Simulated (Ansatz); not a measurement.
Consider Cl$_{3}$HOSn···NH$_{3}$.

```xyz
10

Sn   -0.1618    0.2576   -0.0369
Cl   -0.3206    0.4302    2.2990
Cl    2.0607    0.4123   -0.7429
O    -1.0762    1.7900   -0.8768
H    -2.0308    1.6368   -0.9545
Cl   -1.2096   -1.7164   -0.7689
N     1.6972   -2.6319    1.4295
H     0.9212   -2.9360    0.8419
H     2.3102   -2.0507    0.8575
H     1.3133   -2.0421    2.1682
```

Core potentials replace the inner electrons of Sn.

All numbers below come from RKS B3LYP/def2-SVP in Ansatz.

**Predict the electron density and electron localisation function between the atoms.**

Sn1···N7 (3.74 Å): the density falls to about 0.03 e/Å³ on the way; the ELF dips to about 0 between them; a weak contact between the two molecules.
Sn–O (1.97 Å): ρ is about 0.74 e/Å³ halfway; the ELF peaks at about 0.85 in the valence shell of O, 0.6 Å from its nucleus, and drops to about 0.15 between the two atoms.
Sn–Cl (2.35 Å): ρ is about 0.54 e/Å³ halfway; the ELF peaks at about 0.80 in the valence shell of Cl, 0.9 Å from its nucleus, and drops to about 0.15 between the two atoms.
N–H (1.02 Å): ρ is about 2.8 e/Å³ halfway; the ELF climbs to about 1 towards the hydrogen, as it does in any bond to H (an ordinary covalent bond to hydrogen).

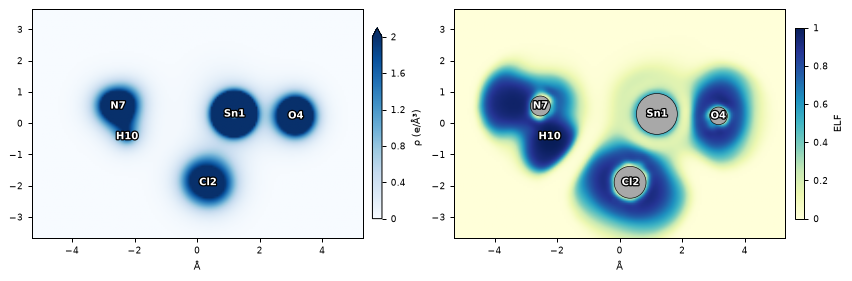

Computed electron density and electron localisation function on the plane of atoms Cl2, Sn1 and O4, in this order. Grey discs cover the atomic cores in the ELF map. 
